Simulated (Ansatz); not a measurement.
## Convergence study of the k-point mesh for LuCd (P4mm, 2 atoms in the cell)

```
LuCd
1.0
    3.62278     0.00000     0.00000
    0.00000     3.62278     0.00000
    0.00000     0.00000     3.62278
Lu Cd
1 1
Cartesian
  1.81139   1.81139   1.86139
  0.00000   0.00000   0.00000
```

Computed with PBEsol, default PAW files made with PBE (plane waves; Ansatz, a program for electronic structure).

Base settings: basis.ecutwfc = 30.9 Ry; kpoints.mp_grid.grid = 9 9 9; hamiltonian.xc = pbesol; hamiltonian.pseudopotentials = {kind: paw} (the program's default PAW files); scf.occupations.method = fermi_dirac; scf.occupations.width = 0.0073 Ry.

The second cell is the first with its lattice scaled by 0.98.

Only quantities that move along the ladder and can be compared are tabulated.

The count of work is k-points × plane waves × bands × iterations; it is no time. Core times come from one kind of shared machine, to one figure; runs under 30 s give none.

The starting cell comes from a database of computed structures (which also holds hypothetical and non-ambient phases and stackings), without a prior relaxation at this level. Its lattice was rescaled by up to half a per cent. One atom was moved a little off its site on purpose. Ansatz's pressure includes its estimate of the finite-basis (Pulay) stress.

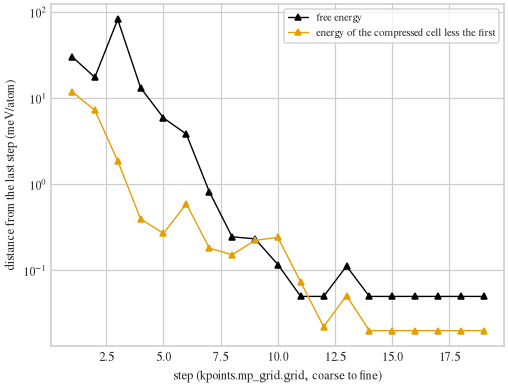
Distance from the last step along the ladder; very small values are drawn at a floor.

```tsv
kpoints.mp_grid.grid	free energy less the last step's (meV/atom)	energy of the compressed cell less the first (meV/atom)	pressure (GPa)	largest difference of a force vector from the last step's (eV/Å)	count of work / last	core time / last (rough)
2 2 2	-30.56	23.68	0.22	0.152	0.0032	–
3 3 3	17.51	4.46	-1.61	0.015	0.0028	–
4 4 4	82.44	9.83	-0.94	0.013	0.0083	–
5 5 5	13.27	12.10	-0.77	0.010	0.0083	–
6 6 6	-5.92	11.43	-0.86	0.001	0.018	–
7 7 7	-3.84	11.11	-0.90	0.004	0.018	–
8 8 8	0.83	11.88	-0.80	0.002	0.034	–
9 9 9	0.25	11.85	-0.81	0.000	0.034	–
10 10 10	0.23	11.93	-0.80	0.000	0.058	–
11 11 11	-0.12	11.46	-0.86	0.000	0.058	–
12 12 12	-0.03	11.78	-0.82	0.000	0.090	–
13 13 13	0.01	11.68	-0.83	0.000	0.090	0.2
14 14 14	-0.11	11.75	-0.82	0.000	0.13	–
16 16 16	0.01	11.71	-0.83	0.000	0.19	0.3
18 18 18	-0.03	11.71	-0.83	0.000	0.25	0.3
20 20 20	-0.01	11.70	-0.83	0.000	0.33	0.5
22 22 22	0.00	11.70	-0.83	0.000	0.43	0.6
24 24 24	0.00	11.70	-0.83	0.000	0.54	0.5
27 27 27	0.00	11.70	-0.83	0.000	0.68	0.9
30 30 30	0.00	11.70	-0.83	0.000	1.0	1
```

Coarsest kpoints.mp_grid.grid that holds the forces within 0.005 eV/Å of the last step, with all finer ones: 6 6 6, at 0.018 of the last step's count of work; the step before is off by 0.010 eV/Å.

Coarsest kpoints.mp_grid.grid that holds the free energy within 2 meV/atom of the last step, with all finer ones: 8 8 8, at 0.034 of the last step's count of work; the step before is off by 3.8 meV/atom.

Coarsest kpoints.mp_grid.grid that holds the energy of the compressed cell less the first within 1 meV/atom of the last step, with all finer ones: 5 5 5, at 0.0083 of the last step's count of work; the step before is off by 1.9 meV/atom.

The energy difference between the two cells stays within 1 meV/atom of the last step's from 5 5 5 on, the total only from 8 8 8 on: much of the error is common to both cells and cancels.

Keys are those of Ansatz 0.2.
